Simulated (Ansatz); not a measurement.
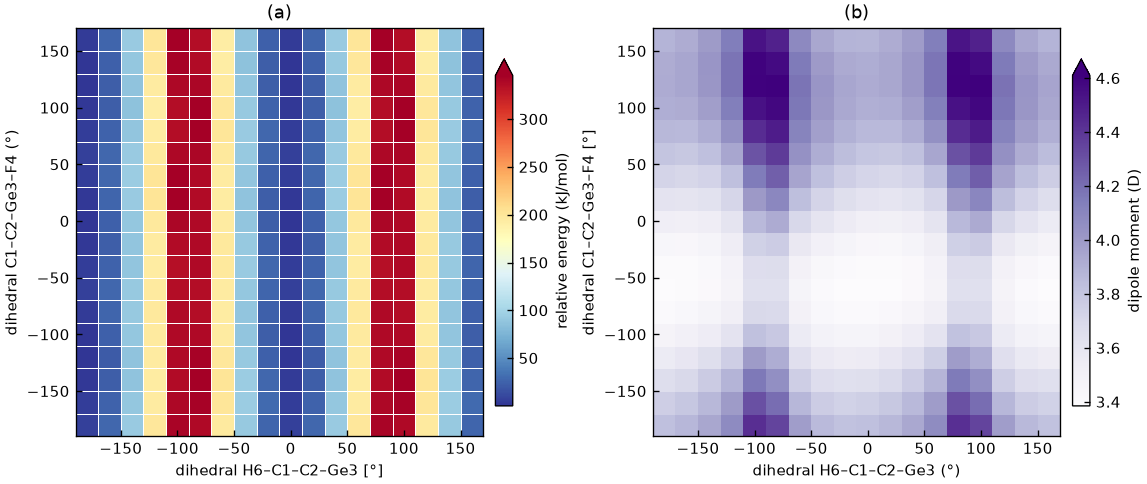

C₂H₄F₂Ge, SMILES C=[CH][GeH]([F])[F]. The first coordinate is: dihedral H6–C1–C2–Ge3; the second: dihedral C1–C2–Ge3–F4. Nothing is relaxed (all other coordinates rigid). The grid has 18 × 18 points. All energies are given in kJ/mol relative to the relaxed molecule at the same level. The dihedral twists a double bond; near 90° a spin-restricted reference is unreliable. Level of theory: Ansatz 0.2.0, RHF/def2-SVP.

Panel (a) is the energy and panel (b) the computed dipole moment on the same grid.

In the figure: one coloured cell a grid point, one colour for all values above the top of the scale.

**How does the dipole moment vary over the map, and what is it at the lowest grid point?**

Leaving out the highest fifth of the energies, it runs from 3.39 D at dihedral H6–C1–C2–Ge3 = 0°, dihedral C1–C2–Ge3–F4 = −60° to 4.54 D at dihedral H6–C1–C2–Ge3 = 80°, dihedral C1–C2–Ge3–F4 = 100°. At the lowest grid point, dihedral H6–C1–C2–Ge3 = −180°, dihedral C1–C2–Ge3–F4 = 120°, it is 3.92 D.

```csv
"dihedral C1–C2–Ge3–F4 ↓, dihedral H6–C1–C2–Ge3 →",−180,−140,−100,−60,−20,20,60,100,140
160,3.88,4.00,4.54,4.09,3.88,3.92,4.14,4.48,3.94
120,3.92,4.02,4.60,4.18,3.95,3.94,4.18,4.61,4.03
80,3.87,3.91,4.43,4.12,3.90,3.86,4.05,4.50,3.98
40,3.72,3.73,4.15,3.95,3.76,3.70,3.83,4.26,3.83
0,3.52,3.54,3.86,3.70,3.55,3.51,3.61,3.93,3.62
−40,3.40,3.42,3.67,3.49,3.41,3.39,3.48,3.67,3.44
−80,3.41,3.46,3.70,3.50,3.41,3.43,3.52,3.69,3.43
−120,3.56,3.66,3.99,3.65,3.55,3.59,3.75,3.91,3.57
−160,3.75,3.87,4.31,3.87,3.74,3.79,3.99,4.21,3.77
```

The table holds every second grid line.
